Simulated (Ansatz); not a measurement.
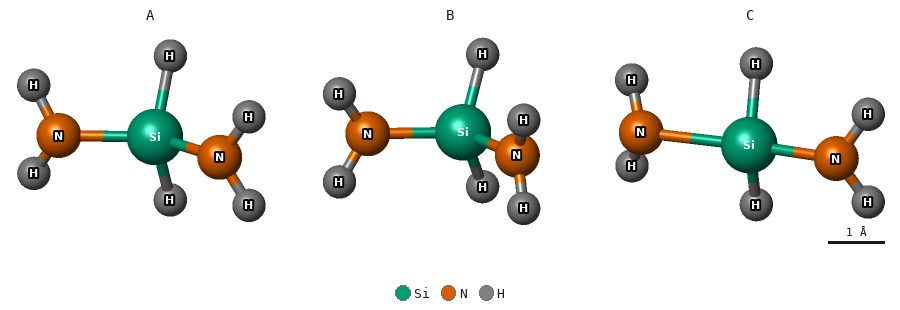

3 geometries from one relaxation of SiN$_{2}$H$_{6}$, in shuffled order. The picture is a ball-and-stick view, seen at a tilt.

It is one of the separated reactants of a reaction.

All numbers below come from Ansatz, RKS PBE0-D4/def2-TZVP. Set-up: force threshold 0.005 eV/Å; at most 200 steps.

> Put them in the order of the run, from the start to the converged end.

C, A, B. They are steps 0, 4, 11, at +299.4 kJ/mol, +47.0 kJ/mol relative to the last. Over 11 geometry steps the energy falls by 299.4 kJ/mol. The largest force component goes from 2.7 to 0.0015 eV/Å. The largest moves after the best rigid fit, 0.97 Å, are those of H atoms. Largest moves by element: H 0.97 Å, Si 0.83 Å, N 0.48 Å. Some distances before and after: N–Si 2.098 → 1.718 Å, N–Si 1.771 → 1.718 Å, H–Si 1.493 → 1.484 Å. Bond angles that change, for instance: N–Si–N 174.3° → 121.8°, N–Si–H 84.8° → 105.3°, H–Si–H 125.3° → 114.2°.
